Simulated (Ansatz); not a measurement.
**Fields on a plane of MgTe (wurtzite)**

```
CELL_PARAMETERS angstrom
      4.60846     0.00000     0.00000
     -2.30423     3.99105     0.00000
      0.00000     0.00000     7.50071
ATOMIC_POSITIONS crystal
  Mg 0.66667 0.33333 0.00081
  Mg 0.33333 0.66667 0.50081
  Te 0.66667 0.33333 0.62439
  Te 0.33333 0.66667 0.12439
```

The slice is a (1 -1 0 0) plane (indices of the conventional cell) through the point (0.333, 0.667, 0.501) (fractional), spanned by u = [110] and v = [001] in vectors of this cell: u (4.61 Å) and v (7.50 Å, at 90° to u). It covers one period; positions are fractions (u, v).

Atoms on it: Mg at (0.00, 0.00); Te at (0.00, 0.62).

The numbers are results of PBE (plane waves to 420 eV, PAW, scalar-relativistic; Ansatz, a first-principles code), not measurements. k mesh 8×8×5. Inside the PAW spheres the values are not all-electron values, and peaks at nuclei hang on which shells count as valence. MgTe was relaxed with its symmetry unable to fall. Spin-orbit coupling is left out, though Te is heavy.

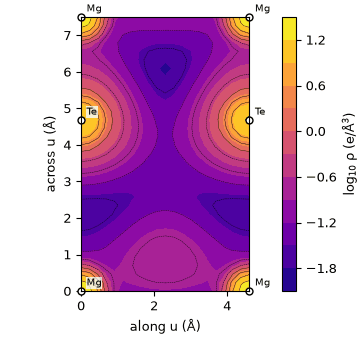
Fig. 1. Log₁₀ of the valence density in e/Å³, one period of the plane, atoms marked. The scale is logarithmic, as a density can span decades between atoms and voids.

```
|xx+: .=+*****+=. :+x|
|x=-  .:--===--:.  -=|
|:.   ...........   .|
|   .:..       ..:.  |
|**##+-.       .-+##*|
|@@@@#+-.     .-+#@@@|
|%%@@%#+:     :+#%@@%|
|**##%#*=.   .=*#%##*|
|==+*#%#+:   :+#%#*+=|
|x.-+*#%*-. .-*%#*+-.|
|xx.=*#%#=. .=#%#*=.x|
|xxx-*#%#+:.:+#%#*-xx|
|xx.=*%@%+:.:+%@%*=.x|
|x.-+*%@%+:.:+%@%*+-.|
|-=+*#@@#=...=#@@#*+=|
|++*#%@%*-. .-*%@%#*+|
|*##%%%*=:   :=*%%%##|
|####*+=:.   .:=+*###|
|*++=-:..     ..:-=++|
|-::..    ...    ..::|
|       ..:::..      |
|      .:-===-:.     |
|     .:-=+++=-:.    |
|    .:=+*****+=:.   |
|   .:=+*#####*+=:.  |
|  .:-+*#######*+-:. |
|   :=*#%%###%%#*=:  |
|   .=#%%%###%%%#=.  |
|:.  :#%%%%%%%%%#:  .|
|x+-  +%%%%%%%%%+  -+|
|xx=. -#%%%%%%%#- .=x|
|xxx: .*#######*. :xx|
```
Scale: ten equal steps from 0.02 (start of ' ') to 0.85 (end of '@'), in the order ' .:-=+*#%@'. Values: electron localisation function (ELF). The map has 20 points along u (one character each, u = 0 at the left) and 32 along v (v = 0 in the bottom row). Points within 0.5 Å of a nucleus are blanked (x), as the pseudised field means little there.

- Density on the Mg–Te line (2.82 Å) at its density minimum, 1.0 Å from Mg = 0.18 e/Å³
- ELF at that point = 0.1
- ELF maximum in the middle third of the Mg–Te line = 0.85, 1.4 Å from Mg
